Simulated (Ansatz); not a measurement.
**CoBiS3, from a guessed structure to a relaxed one**

Starting from a made-up structure for CoBiS3, the aim is the relaxed cell, its shortest contacts and, where a second run follows, its electronic structure.

Main program and level: Ansatz 0.2.0; DFT, PBE, plane-wave PAW, files of the set soft_1, scalar-relativistic, ferromagnetic start, cell and ions relaxed at zero pressure; PAW set soft_1, in the first sound run; inputs show where later runs differ.

### Step 1. The structure

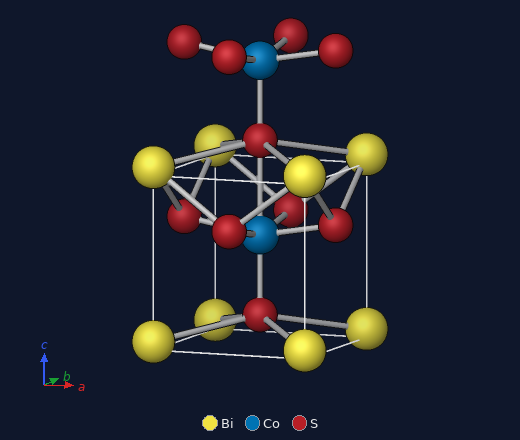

Start, viewed slightly off an axis; bismuth yellow, cobalt blue, sulfur red. 1×1×2 cells are drawn. Some periodic images of atoms are drawn too.

### Step 2. Relaxing cell and atoms

The guess takes its coordinates from another compound and its volume from a rule, so the cell and any free coordinates are relaxed together.

input.yaml

```yaml
crystal:
  lattice:
    - [4.521, 0.0, 0.0]
    - [0.0, 4.521, 0.0]
    - [0.0, 0.0, 4.875]
  atoms:
    - { symbol: Bi, position: [0.0, 0.0, 0.0491] }
    - { symbol: Co, position: [0.5, 0.5, 0.6246], spin: 2.0 }
    - { symbol: S, position: [0.0, 0.5, 0.7054] }
    - { symbol: S, position: [0.5, 0.5, 0.1671] }
    - { symbol: S, position: [0.5, 0.0, 0.7054] }
magnetization:
  spin_polarized: true
kpoints:
  mp_grid: { grid: [6, 6, 6] }
scf:
  occupations: { method: fermi_dirac, width: 0.05 }
hamiltonian:
  xc: pbe
  pseudopotentials: { kind: paw, azcp: { folder: soft_1 } }
relax:
  f_tol: 0.015
  max_steps: 70
  cell: {}
output:
  forces: true
  stress: true
```

The run is started by

```sh
$ ansatz run input.yaml --threads 4 --pin off --max-ram 8192MiB --backend cpu --events-out ev --progress --plain --runs-dir out
```

Numbers of over 12 decimals in the logs are rounded to 6 here.

The log of the run:

```text
Engine: ansatz 0.2.0, aarch64-unknown-linux-gnu
Pseudopotentials: kind: paw
Pseudopotential: Bi, paw, valence charge 15, recommended cutoff 420 eV (normal), soft_1/Bi.paw.azcp
Pseudopotential: Co, paw, valence charge 17, recommended cutoff 420 eV (normal), soft_1/Co.paw.azcp
Pseudopotential: S, paw, valence charge 6, recommended cutoff 420 eV (normal), soft_1/S.paw.azcp
Functional definition: PBE
  parameter kappa = 0.804
  parameter beta = 0.066725
  exchange = pbe_x(kappa = kappa, mu = beta*pi^2/3)
  correlation = pbe_c(beta = beta)
Crystal: 5 atoms, lattice volume = 99.642 Å³
Basis set: ecut = 420 eV, 1961 PW (Γ), exchange–correlation on 64×64×72 points (8 copies of the dense FFT grid, shifted against one another)
Bands: 32, of which v1, the nominal top of the filled ones, is band 25 counted from 1 (24 counted from 0)
Symmetry: 8 space group operations
Space group: P4mm (ITA 99), of the structure as read, at distance tolerance 4.6e-5 Å
Magnetic group: BNS 99.163 (UNI 823), of the structure as read, at distance tolerance 4.6e-5 Å
k-points: 40 of 216 (time reversal used)
Non-local potential: Bi, projectors of the file, l = 0: 2, l = 1: 2, l = 2: 2, l = 3: 1
Non-local potential: Co, projectors of the file, l = 0: 3, l = 1: 2, l = 2: 3, l = 3: 1
Non-local potential: S, projectors of the file, l = 0: 2, l = 1: 2, l = 2: 1
PAW form: soft (Blöchl's): semilocal exchange-correlation on the pseudo side does not see the compensation charge
PAW one-centre angular grid: Bi, 590 points (default); XC on 64 Gauss nodes
PAW one-centre angular grid: Co, 590 points (default); XC on 64 Gauss nodes
PAW one-centre angular grid: S, 110 points (default); XC on 64 Gauss nodes
Initial density: superposition of atomic densities (chi_scale 0.1, normalization cell, long waves kept (reshape's long-wave potential 0.02 eV rms))
Starting moments: Σ|m| = 2 μB on 1 of 5 sites
Initial wavefunctions: pseudopotential atomic-orbital guess
Functional: x = pbe(κ = 0.804, μ = 0.219515), c = pbe(β = 0.066725)
SCF iter   1: F=—  HF=-20232.049053 eV  |F-HF|=—  |Δ(HF+E_count)|=         —  Δρ=3.75e-2 (↑3.24e-2 ↓3.75e-2)  dr2=9.01e0  dr2_m=4.17e-2  M=2.139 μB ∫|m|=2.164 μB  β_m=0.30  ethr=3.10e-3  ⟨swp⟩=7.8  Hψ=12681  notcnv=0  defer=18
Mixer restart at iter 1: flushing history
preconditioner: auto → Kerker (q_TF=auto, 2.432 Å⁻¹)  [metal: Δε(μ)=0.002 eV  Ē_g=12.224 eV  σ=0.050 eV  W_gap=0.01  n_scr=26 (ndim 8)  ℏωp=24.1 eV  f_vac=0.000  D(μ)=6.76/eV (n_scr^D=80)]
spin=Collinear: Kerker preconditioning applied to the charge; magnetization (m = ρ↑ − ρ↓) channel mixes plain (no charge-response kernel on spin).
SCF iter   2: F=—  HF=-20232.407807 eV  |F-HF|=—  |Δ(HF+E_count)|=   3.59e-1  Δρ=2.54e-2 (↑1.75e-2 ↓2.54e-2)  dr2=4.86e0  dr2_m=6.21e-2  M=2.032 μB ∫|m|=2.080 μB  β_m=0.54  ethr=3.10e-3  ⟨swp⟩=2.3  Hψ=4512  notcnv=0  defer=105
SCF iter   3: F=—  HF=-20232.127841 eV  |F-HF|=—  |Δ(HF+E_count)|=   2.80e-1  Δρ=3.63e-2 (↑9.26e-3 ↓3.63e-2)  dr2=2.98e0  dr2_m=1.93e-1  M=1.646 μB ∫|m|=1.773 μB  β_m=0.53  ethr=3.10e-3  ⟨swp⟩=3.4  Hψ=5094  notcnv=0  defer=109
SCF iter   4: F=—  HF=-20231.717294 eV  |F-HF|=—  |Δ(HF+E_count)|=   4.11e-1  Δρ=2.50e-2 (↑2.50e-2 ↓6.51e-3)  dr2=3.71e-1  dr2_m=1.37e-1  M=1.343 μB ∫|m|=1.563 μB  β_m=0.76  ethr=3.10e-3  ⟨swp⟩=3.3  Hψ=5425  notcnv=0  defer=109
SCF iter   5: F=—  HF=-20231.954797 eV  |F-HF|=—  |Δ(HF+E_count)|=   2.38e-1  Δρ=1.29e-2 (↑1.29e-2 ↓2.64e-3)  dr2=1.39e-1  dr2_m=2.94e-2  M=1.262 μB ∫|m|=1.446 μB  β_m=0.88  ethr=7.41e-4  ⟨swp⟩=2.4  Hψ=4479  notcnv=0  defer=115
SCF iter   6: F=—  HF=-20231.984087 eV  |F-HF|=—  |Δ(HF+E_count)|=         —  Δρ=7.72e-3 (↑7.72e-3 ↓5.00e-3)  dr2=1.05e-2  dr2_m=3.64e-2  M=1.004 μB ∫|m|=1.160 μB  β_m=0.88  ethr=2.78e-4  ⟨swp⟩=2.4  Hψ=3896  notcnv=0  defer=114
Mixer restart at iter 6: flushing history
SCF iter   7: F=—  HF=-20231.990290 eV  |F-HF|=—  |Δ(HF+E_count)|=   6.20e-3  Δρ=1.03e-2 (↑1.74e-3 ↓1.03e-2)  dr2=9.08e-2  dr2_m=1.96e-2  M=0.918 μB ∫|m|=1.054 μB  β_m=0.88  ethr=2.11e-5  ⟨swp⟩=2.6  Hψ=5444  notcnv=0  defer=111
SCF iter   8: F=—  HF=-20232.025500 eV  |F-HF|=—  |Δ(HF+E_count)|=   3.52e-2  Δρ=1.10e-2 (↑1.10e-2 ↓7.94e-3)  dr2=2.27e-1  dr2_m=2.30e-3  M=0.910 μB ∫|m|=1.037 μB  β_m=0.32  ethr=2.11e-5  ⟨swp⟩=3.2  Hψ=6195  notcnv=0  defer=114
SCF iter   9: F=—  HF=-20231.986542 eV  |F-HF|=—  |Δ(HF+E_count)|=   3.90e-2  Δρ=2.60e-3 (↑2.60e-3 ↓1.07e-3)  dr2=1.50e-3  dr2_m=2.89e-3  M=0.877 μB ∫|m|=0.997 μB  β_m=0.83  ethr=2.11e-5  ⟨swp⟩=2.8  Hψ=5512  notcnv=0  defer=114
SCF iter  10: F=—  HF=-20231.985605 eV  |F-HF|=—  |Δ(HF+E_count)|=   9.36e-4  Δρ=1.10e-3 (↑3.55e-4 ↓1.10e-3)  dr2=1.56e-3  dr2_m=1.45e-4  M=0.853 μB ∫|m|=0.960 μB  β_m=0.91  ethr=3.00e-6  ⟨swp⟩=2.0  Hψ=4451  notcnv=0  defer=114
SCF iter  11: F=—  HF=-20231.985754 eV  |F-HF|=—  |Δ(HF+E_count)|=   1.49e-4  Δρ=3.00e-4 (↑1.66e-4 ↓3.00e-4)  dr2=1.77e-4  dr2_m=4.88e-6  M=0.859 μB ∫|m|=0.967 μB  β_m=0.96  ethr=3.00e-6  ⟨swp⟩=2.0  Hψ=3095  notcnv=0  defer=114
SCF iter  12: F=—  HF=-20231.985750 eV  |F-HF|=—  |Δ(HF+E_count)|=   4.47e-6  Δρ=5.78e-5 (↑3.68e-5 ↓5.78e-5)  dr2=9.24e-6  dr2_m=1.73e-7  M=0.859 μB ∫|m|=0.967 μB  β_m=0.98  ethr=3.53e-7  ⟨swp⟩=2.0  Hψ=3435  notcnv=0  defer=114
SCF iter  13: F=—  HF=-20231.985739 eV  |F-HF|=—  |Δ(HF+E_count)|=   1.07e-5  Δρ=2.28e-5 (↑2.28e-5 ↓1.01e-5)  dr2=4.41e-7  dr2_m=1.50e-7  M=0.859 μB ∫|m|=0.967 μB  β_m=0.98  ethr=1.85e-8  ⟨swp⟩=2.0  Hψ=3550  notcnv=0  defer=114
SCF iter  14: F=—  HF=-20231.985739 eV  |F-HF|=—  |Δ(HF+E_count)|=   2.70e-7  Δρ=5.79e-6 (↑4.03e-6 ↓5.79e-6)  dr2=1.13e-7  dr2_m=1.08e-8  M=0.859 μB ∫|m|=0.967 μB  β_m=0.99  ethr=8.82e-10  ⟨swp⟩=2.2  Hψ=3572  notcnv=0  defer=114
SCF iter  15: F=—  HF=-20231.985739 eV  |F-HF|=—  |Δ(HF+E_count)|=   4.64e-8  Δρ=2.44e-6 (↑1.33e-6 ↓2.44e-6)  dr2=3.12e-8  dr2_m=8.37e-10  M=0.859 μB ∫|m|=0.967 μB  β_m=0.99  ethr=2.27e-10  ⟨swp⟩=2.0  Hψ=3625  notcnv=0  defer=114
SCF iter  16: F=-20231.985739 eV  HF=-20231.985739 eV  |F-HF|=1.36e-8  |Δ(HF+E_count)|=   2.89e-9  Δρ=1.65e-6 (↑1.49e-6 ↓1.65e-6)  dr2=1.58e-8  dr2_m=4.37e-11  M=0.859 μB ∫|m|=0.967 μB  ethr=6.24e-11  ⟨swp⟩=2.2  Hψ=7761  notcnv=0
SCF 1 converged in 16 iterations: F = -20231.985739 eV  dr2 = 1.58e-8
  greatest PAW one-centre occupation: 1.001 electrons in one spin orbital (limit 2), on the Co atom at site 1 (counted from 0), in its partial waves of l = 1
relax step   1: F+E_penalty+E_count = -20231.98573932 eV  Δ(F+E_penalty+E_count) = +0.000e0 eV  max|allowed force component| = 6.709e-1 eV/Å  Δτ_max = 0.0000 Å  P = -1.879 GPa  Ω = 99.642 Å³  (16 SCF iters, dr2 threshold 1.00e-7 eV, accepted)
[...]
relax step   8: F+E_penalty+E_count = -20232.31105320 eV  Δ(F+E_penalty+E_count) = -3.988e-4 eV  max|allowed force component| = 1.346e-2 eV/Å  Δτ_max = 0.0071 Å  P = -0.014 GPa  Ω = 102.387 Å³  energy of the carried Pulay correction = -6.046e-4 eV  (11 SCF iters, dr2 threshold 1.83e-7 eV, accepted)
relax step   9: F+E_penalty+E_count = -20232.31736036 eV  Δ(F+E_penalty+E_count) = -6.307e-3 eV  max|allowed force component| = 1.873e-2 eV/Å  Δτ_max = 0.0000 Å  P = +0.090 GPa  Ω = 102.387 Å³  stress off target by 2.65e-1 GPa  SCF on the basis re-selected at this cell (its energy is not comparable with the rows above)  (15 SCF iters)
relax step  10: F+E_penalty+E_count = -20232.31796811 eV  Δ(F+E_penalty+E_count) = -6.078e-4 eV  max|allowed force component| = 1.924e-2 eV/Å  Δτ_max = 0.0062 Å  P = +0.022 GPa  Ω = 102.696 Å³  energy of the carried Pulay correction = -6.717e-5 eV  (11 SCF iters, dr2 threshold 1.76e-7 eV, accepted)
relax step  11: F+E_penalty+E_count = -20232.31802837 eV  Δ(F+E_penalty+E_count) = -6.027e-5 eV  max|allowed force component| = 3.321e-3 eV/Å  Δτ_max = 0.0011 Å  P = +0.002 GPa  Ω = 102.733 Å³  energy of the carried Pulay correction = -7.461e-5 eV  (11 SCF iters, dr2 threshold 2.71e-8 eV, accepted)
iter 1 solved again at ethr=9.90e-7 eV; its pass at ethr=3.10e-3 eV (dr2=4.95e-4 eV) is discarded
SCF iter   1: F=—  HF=-20232.318046 eV  |F-HF|=—  |Δ(HF+E_count)|=         —  Δρ=2.49e-5 (↑2.49e-5 ↓2.49e-5)  dr2=9.43e-8  dr2_m=3.69e-12  M=-0.000 μB ∫|m|=0.000 μB  β_m=0.65  ethr=9.90e-7  ⟨swp⟩=3.8  Hψ=19544  notcnv=0
eigensolver tolerance schedule: the retry pair's looser diagonalisation over-reported the residual by 5246.12 of it (diagonalisation noise at an unbounded share of the residual, at the tolerance the schedule requests for it); recorded, not acted on — ethr = c·dr2/N_el stays at c = 1.0e-1
preconditioner: auto → Kerker (q_TF=auto, 2.273 Å⁻¹)  [metal: Δε(μ)=0.009 eV  Ē_g=12.730 eV  σ=0.050 eV  W_gap=0.04  n_scr=20 (ndim 8)  ℏωp=23.7 eV  f_vac=0.030  D(μ)=4.52/eV (n_scr^D=36)]
spin=Collinear: Kerker preconditioning applied to the charge; magnetization (m = ρ↑ − ρ↓) channel mixes plain (no charge-response kernel on spin).
SCF iter   2: F=—  HF=-20232.318091 eV  |F-HF|=—  |Δ(HF+E_count)|=   4.54e-5  Δρ=8.93e-6 (↑8.93e-6 ↓8.93e-6)  dr2=1.18e-8  dr2_m=2.82e-12  M=-0.000 μB ∫|m|=0.000 μB  β_m=0.56  ethr=1.89e-10  ⟨swp⟩=4.1  Hψ=6385  notcnv=0
SCF iter   3: F=—  HF=-20232.318096 eV  |F-HF|=—  |Δ(HF+E_count)|=   4.75e-6  Δρ=3.35e-6 (↑3.35e-6 ↓3.33e-6)  dr2=4.24e-9  dr2_m=2.31e-12  M=-0.000 μB ∫|m|=0.000 μB  β_m=0.57  ethr=2.35e-11  ⟨swp⟩=2.1  Hψ=4557  notcnv=0
SCF iter   4: F=—  HF=-20232.318097 eV  |F-HF|=—  |Δ(HF+E_count)|=   9.09e-7  Δρ=9.74e-7 (↑9.08e-7 ↓9.74e-7)  dr2=1.73e-9  dr2_m=1.81e-12  M=-0.000 μB ∫|m|=0.000 μB  β_m=0.59  ethr=8.49e-12  ⟨swp⟩=2.0  Hψ=3858  notcnv=0
SCF iter   5: F=—  HF=-20232.318097 eV  |F-HF|=—  |Δ(HF+E_count)|=   1.31e-8  Δρ=8.51e-7 (↑7.80e-7 ↓8.51e-7)  dr2=1.86e-9  dr2_m=1.46e-12  M=-0.000 μB ∫|m|=0.000 μB  β_m=0.79  ethr=3.46e-12  ⟨swp⟩=1.9  Hψ=2736  notcnv=0
SCF iter   6: F=—  HF=-20232.318097 eV  |F-HF|=—  |Δ(HF+E_count)|=   4.54e-9  Δρ=5.27e-7 (↑4.67e-7 ↓5.27e-7)  dr2=9.82e-10  dr2_m=9.69e-13  M=-0.000 μB ∫|m|=0.000 μB  β_m=0.90  ethr=3.46e-12  ⟨swp⟩=2.0  Hψ=3508  notcnv=0
SCF iter   7: F=—  HF=-20232.318097 eV  |F-HF|=—  |Δ(HF+E_count)|=  7.46e-10  Δρ=1.35e-7 (↑1.04e-7 ↓1.35e-7)  dr2=1.09e-10  dr2_m=3.46e-13  M=-0.000 μB ∫|m|=0.000 μB  β_m=0.91  ethr=1.96e-12  ⟨swp⟩=2.4  Hψ=4414  notcnv=0
SCF iter   8: F=—  HF=-20232.318097 eV  |F-HF|=—  |Δ(HF+E_count)|=  7.28e-12  Δρ=5.16e-8 (↑3.98e-8 ↓5.16e-8)  dr2=9.55e-12  dr2_m=6.26e-13  M=-0.000 μB ∫|m|=0.000 μB  β_m=0.93  ethr=1.00e-12  ⟨swp⟩=2.0  Hψ=2808  notcnv=0
SCF iter   9: F=—  HF=-20232.318097 eV  |F-HF|=—  |Δ(HF+E_count)|=  7.28e-12  Δρ=1.37e-7 (↑1.37e-7 ↓1.24e-7)  dr2=6.74e-11  dr2_m=4.72e-14  M=-0.000 μB ∫|m|=0.000 μB  β_m=0.97  ethr=1.00e-12  ⟨swp⟩=1.0  Hψ=2560  notcnv=0
SCF iter  10: F=-20232.318097 eV  HF=-20232.318097 eV  |F-HF|=1.82e-11  |Δ(HF+E_count)|=  7.28e-12  Δρ=7.72e-8 (↑7.72e-8 ↓6.61e-8)  dr2=2.10e-11  dr2_m=3.21e-14  M=-0.000 μB ∫|m|=0.000 μB  ethr=1.00e-12  ⟨swp⟩=3.0  Hψ=6947  notcnv=0
the starting moments were not kept: the SCF closed with an absolute magnetisation of 1.7e-6 μB, where they sum to 2 μB in size (1 site). That is at most 0.1 of that sum. Measured as dr2_m measures the in/out step, that magnetisation stands 3.3e-12 eV from none, at or under the dr2_threshold of 5.0e-11 eV: it is no larger than a step whose dr2_m would equal this threshold.
SCF 12 converged in 10 iterations: F = -20232.318097 eV  dr2 = 2.10e-11
relax step  12: F+E_penalty+E_count = -20232.31809698 eV  Δ(F+E_penalty+E_count) = -6.861e-5 eV  max|allowed force component| = 3.326e-3 eV/Å  Δτ_max = 0.0000 Å  P = +0.001 GPa  Ω = 102.733 Å³  stress off target by 1.98e-3 GPa  SCF on the basis re-selected at this cell (its energy is not comparable with the rows above)  (10 SCF iters)
basis re-selected at this cell: Δ(F+E_penalty+E_count) = -6.861e-5 eV, ΔP = -0.001 GPa vs the last step (what re-selecting the basis moved, of the pressure what is left beyond the Pulay correction that the steps carried, after the strain that the cell walked since its last selection, with what the two solves' SCF thresholds leave and, on support functions, any second-order correction that the steps lacked; it is no m [...]
SCF converged after 10 iterations
Magnetization: -0.0000 μB (25.0000 up, 25.0000 down)
Absolute magnetization: 0.0000 μB (∫|ρ↑−ρ↓|, with the PAW one-centre terms)
Spin contamination: 0.0000 ħ² per cell (⟨S²⟩ above its minimum at these occupations)
Per-site moments (μB) at R_I (Å): [(8.927840656668656e-10, 1.147471), (-1.1456183165865824e-6, 0.896319), (-7.575208611716658e-8, 0.923895), (-1.1284426792006539e-7, 0.896319), (-7.575208610834143e-8, 0.923895)]
Free energy (F): -20232.318097 eV
Harris-Foulkes:  -20232.318097 eV  (|F-HF|=1.82e-11)
Internal energy: -20232.282677 eV  (E = F + TS)
E sigma→0 (E₀):  -20232.300387 eV
Entropy (-TS):   -0.035420 eV (-7.084 meV/atom)
Fermi energy:    8.905777 eV
--- Per-component energies (eV) ---
  E_band       = -491.100148
  E_kinetic    = 860.829347
  E_local      = -6045.860745  (includes V_loc(G=0)·N_el)
  E_nonlocal   = 949.381114
  E_hartree    = 2560.477986
  E_xc         = -510.062035
  E_vxc        = -497.108951  (∫ρ·V_xc dr)
  E_paw        = -14060.714572  (= ΣΔE_a)
  E_vpaw       = -879.296691  (= ΣTr[D̂ρ^β])
  E_aug_tail   = 0.000182  (compensation charges beyond the density's cutoff)
  E_ewald      = -3986.333952
  E_smearing   = -0.035420  (= −TS)
  E_closure    = 0.000000  (closes the sum)
  Σ components = -20232.318097   (vs F -20232.318097, Δ=0.00e0)
--- Forces (eV/Å), atoms counted from 1 ---
  atom   1  Bi     0.00000000    -0.00000000    -0.00033530
  atom   2  Co     0.00000000     0.00000000    -0.00332566
  atom   3  S      0.00000000     0.00000000     0.00047092
  atom   4  S      0.00000000     0.00000000     0.00271953
  atom   5  S     -0.00000000    -0.00000000     0.00047092
  max |Σ_I F_I| component: 4.15e-7 eV/Å
--- Stress (GPa, compression-positive) ---
        0.001978      -0.000000      -0.000000
       -0.000000       0.001978       0.000000
       -0.000000       0.000000      -0.001206
  P = ⅓ Tr σ = 0.0009 GPa (0.009 kbar)
--- Relaxed structure (10 steps of the walk, 10 accepted, 2 SCFs on fresh bases) ---
  F+E_penalty+E_count = -20232.31809698 eV   max|allowed force component| = 3.326e-3 eV/Å   (the final SCF, on the basis selected at the relaxed cell)
  cell:  # Å, volume = 102.7331 Å³
    - [4.290627, 0.0, 0]
    - [0, 4.290627, 0.0]
    - [0, 0.0, 5.580448]
  atoms:
    - { symbol: Bi, position: [0, 0.0, 0.028179] }
    - { symbol: Co, position: [0.5, 0.5, 0.595543] }
    - { symbol: S, position: [0, 0.5, 0.710856] }
    - { symbol: S, position: [0.5, 0.5, 0.206166] }
    - { symbol: S, position: [0.5, 0.0, 0.710856] }
```

Elapsed: 2.4 min, on 4 threads of Arm Neoverse V2, shared host; peak memory 0.83 GiB; 9.3 min of CPU time.

Relaxation path:

| step | energy less that of the first step (eV) | largest force component (eV/Å) | pressure (GPa) | volume (Å³) |
| --- | --- | --- | --- | --- |
| 1 | 0.0000 | 0.6709 | -1.88 | 99.64 |
| 2 | -0.0292 | 1.0291 | 2.05 | 98.74 |
| 3 | -0.1940 | 0.2063 | 0.69 | 99.40 |
| 4 | -0.2918 | 0.3437 | 0.41 | 100.79 |
| 5 | -0.3227 | 0.1334 | -0.58 | 102.57 |
| 6 | -0.3244 | 0.0781 | 0.02 | 102.63 |
| 7 | -0.3249 | 0.0184 | 0.24 | 101.92 |
| 8 | -0.3253 | 0.0135 | -0.01 | 102.39 |
| 9* | -0.3316 | 0.0187 | 0.09 | 102.39 |
| 10 | -0.3322 | 0.0192 | 0.02 | 102.70 |
| 11 | -0.3323 | 0.0033 | 0.00 | 102.73 |
| 12* | -0.3324 | 0.0033 | 0.00 | 102.73 |

Relaxation steps marked * repeat the geometry before them on a plane-wave basis chosen anew for their cell, so energy and pressure can jump there.

Forces are held to the 8 operations that the run works with; a distortion that breaks them can't arise in this run.

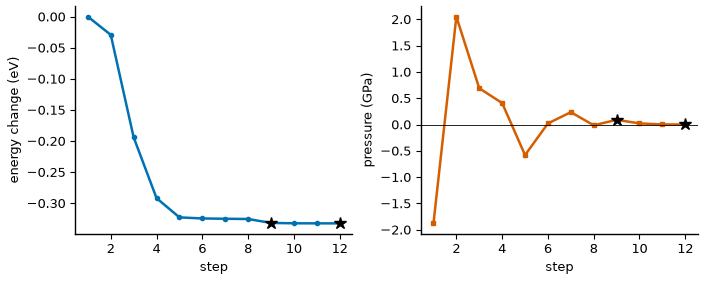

Energy and pressure along the relaxation. Stars mark steps on a basis chosen anew.

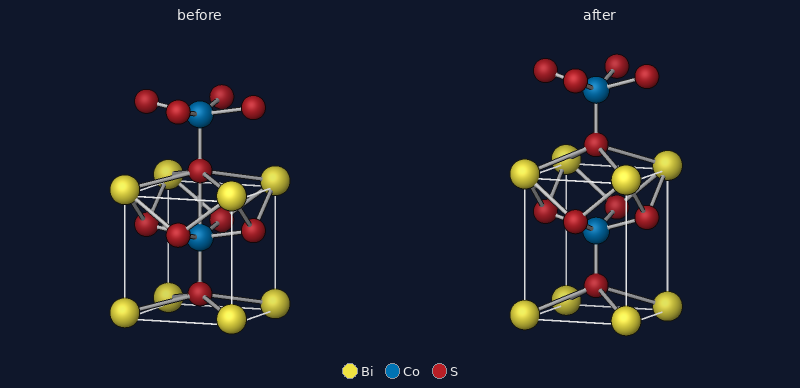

The structure before and after the relaxation, drawn at the same scale.

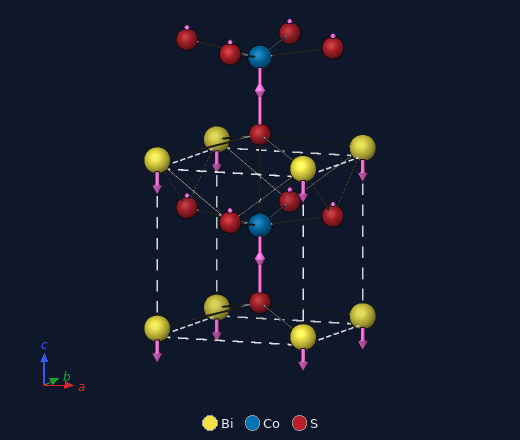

Displacements in the relaxation, exaggerated, measured against the changing cell; the longest in the cell stands for 0.22 Å. 1×1×2 cells are drawn. Some periodic images of atoms are drawn too.

| cell as run | before | after | change |
| --- | --- | --- | --- |
| a (Å) | 4.521 | 4.291 | -5.1 % |
| b (Å) | 4.521 | 4.291 | -5.1 % |
| c (Å) | 4.875 | 5.580 | +14.5 % |
| volume (Å³/atom) | 19.93 | 20.55 | +3.1 % |

The atoms that moved most (Å, as changes of fractional coordinates times the final cell):

| atom | dx | dy | dz | length |
| --- | --- | --- | --- | --- |
| S4 | 0.000 | 0.000 | 0.218 | 0.218 |
| Co2 | 0.000 | 0.000 | -0.162 | 0.162 |
| Bi1 | 0.000 | 0.000 | -0.117 | 0.117 |
| S3 | 0.000 | 0.000 | 0.030 | 0.030 |
| S5 | 0.000 | 0.000 | 0.030 | 0.030 |

Final coordinates:

```xyz
5
Lattice="4.2906 0.0000 0.0000 0.0000 4.2906 0.0000 0.0000 0.0000 5.5804" Properties=species:S:1:pos:R:3 pbc="T T T"
Bi    0.0000    0.0000    0.1573
Co    2.1453    2.1453    3.3234
S     0.0000    2.1453    3.9669
S     2.1453    2.1453    1.1505
S     2.1453    0.0000    3.9669
```

This step gave:

* free energy: -20232.3181 eV
* energy at zero smearing: -20232.3004 eV
* smearing term TS: 0.03542 eV
* Fermi energy: 8.906 eV
* electrons: 50
* symmetry operations: 8
* pressure: 9.17e-4 GPa

Shortest distances by pair of elements, guess and relaxed (not always the same contact):

| pair | guess (Å) | relaxed (Å) |
| --- | --- | --- |
| Co–S | 2.230 | 2.173 |
| Bi–S | 2.814 | 2.782 |
| S–S | 3.190 | 3.034 |
| Bi–Co | 3.808 | 3.877 |
| Bi–Bi | 4.521 | 4.291 |

The relaxation ends with a largest force component of 0.0033 eV/Å and a pressure of 0.00 GPa. No moment survives the cycle: this start ends non-magnetic.

(Part 1 of 2 ends here.)

[Logs are printed without paths, hosts, clocks, repeated set-up lines and the standing remarks that a program may print on its own settings, such as how far it seeks lower states.]

[Hosts, paths, dates, database ids (printed as entryN), source tags and the programs' standing remarks are cut or masked in the printed files.]
